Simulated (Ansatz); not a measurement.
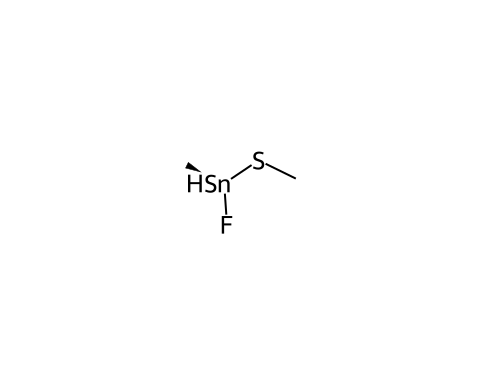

Simulated data, not a measurement (program: Ansatz).

> Give its SMILES.

C[S][Sn@H]([CH3])[F]

> Give the formula, hydrogens included.

C2H7FSSn.

> An optimisation with PBE0-D4/def2-TZVP gave a structure of which point group?

C1.
